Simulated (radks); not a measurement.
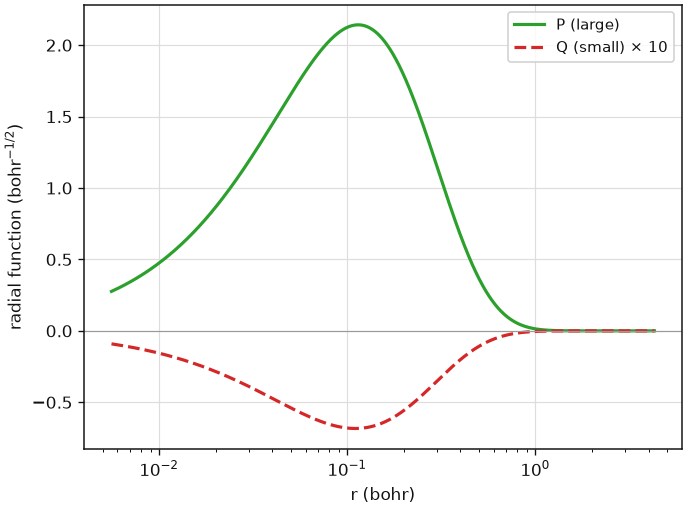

Figure 1. The large and small radial components of one occupied spinor. It is 1s1/2. The spinor has κ = −1: the large component has l = 0 and 0 radial nodes, the small one has l = 1. The small component carries 0.099 % of the norm; ⟨r⟩ = 0.176 bohr and the eigenvalue is −663.3 eV. The nodes of P give n − l − 1 and its extent picks the shell; Q has as many nodes as P for κ < 0 and one more for κ > 0.

Atomic calculation for F

System: the neutral fluorine atom in the configuration [He] 2s2 2p5 (2p1/2: 2, 2p3/2: 3).
Method: Dirac Kohn-Sham, PBE, spin-unpolarised, spherical densities, point nucleus (the in-house radial solver radks).

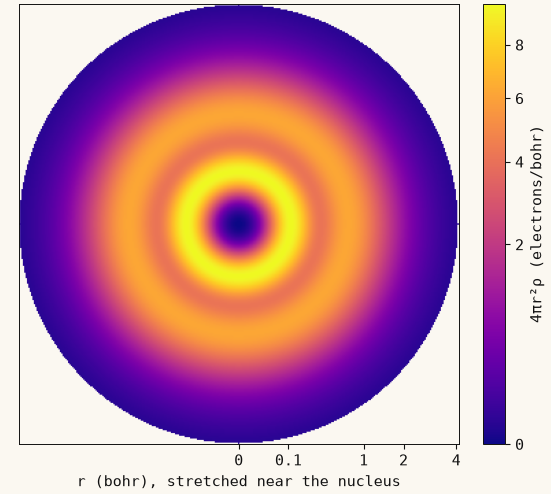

Figure 2. The radial density 4πr²ρ as a disc about the nucleus, with the radius drawn as r to the power 0.4. There are 2 maxima, at r = 0.116 and 0.728 bohr, parted by a minimum at 0.357 bohr, inside which lie 2.2 electrons.

These pictures come from the run below.

Input file:
```
Z 9
configuration [He] 2s2 2p5
relativity Dirac
functional pbe,pbe
spin unpolarised
j_filling energy
nucleus point
c 137.035999084
```

Energies in input and log are in hartree, lengths in bohr.

Output:
```
1s1/2   1   2.0000         -24.37728002
2s1/2   1   2.0000          -1.09862467
2p1/2   1   2.0000          -0.40974434
2p3/2   1   3.0000          -0.40740652
Etot -99.74516865634044
Ekin 99.67876663755268
Encl -238.88335509586568
Eh 49.673839931936655
Exc -10.2144201299641
err 1.8225486296574856e-09
it 14
```

Key numbers:

- outcome: converged
- total energy: −99.745169 hartree
- kinetic energy: 99.678767 hartree
- electron–nucleus energy: −238.883355 hartree
- Hartree energy: 49.673840 hartree
- exchange–correlation energy: −10.214420 hartree
- radius at density 0.001 e/bohr³: 3.13 bohr
- SCF iterations: 14
- hardware: 1 CPU thread, shared host
